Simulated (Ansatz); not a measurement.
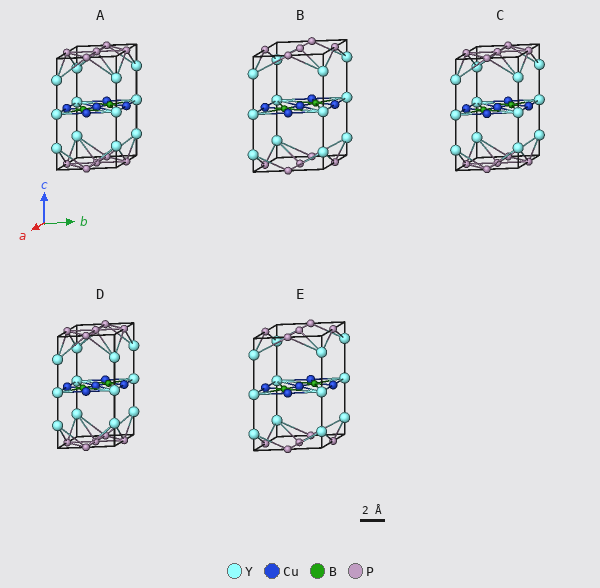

5 geometries from one relaxation of crystalline Y3Cu3B2P3 (a generated structure, set up in P6/mmm) (coarse preliminary run), in shuffled order. Style: ball-and-stick. Shown: the cell of the calculation, slightly off an axis.

Computed with DFT PBE, scalar-relativistic, plane waves, PAW (Ansatz). Set-up: plane-wave cutoff 420 eV; k-point mesh 6 × 6 × 2; occupations gaussian; smearing width 0.1 eV; no spin polarisation; cell and atoms relaxed; force threshold 0.04 eV/Å; at most 70 steps.

Put them in the order of the run, from the start to the converged end.

D, A, C, E, B. They are steps 0, 1, 2, 4, 10, at +2042 meV per atom, +1155 meV per atom, +562 meV per atom, +82.5 meV per atom relative to the last. The energy falls by 2042 meV per atom in 8 accepted moves (10 points after the start). The largest force component goes from 3.1 to 0.00053 eV/Å. The pressure goes from 63.19 to 0.08 GPa. At 2 points the geometry stayed and the basis and grid were re-selected for the new cell (energy shift of 57.2 meV per atom at most each time). The largest moves relative to the cell, 0.55 Å, are those of Y atoms. B and P and Cu stay in place. The drawn cell changes as follows: a = b 4.862 → 5.974 Å (+22.9 %), c 9.595 → 9.913 Å (+3.3 %); the volume changes by +56.0 %. Some distances before and after: Y–Y 3.920 → 2.960 Å, B–Y 2.807 → 3.449 Å, Y–Y 2.837 → 3.477 Å, P–P 2.431 → 2.987 Å. New bonds form, among them: Y–Y (3.92 → 2.96 Å). Among the angles between lasting bonds that change: Y–P–Y 102.2° → 127.3°. The space group stays P6/mmm (No. 191). The run took 6.9 min on 1 thread of Arm Neoverse N1, on a shared host, peak memory 0.66 GiB.

Limits of the set-up: layers or molecules are held without a dispersion correction, so their spacing is unreliable.
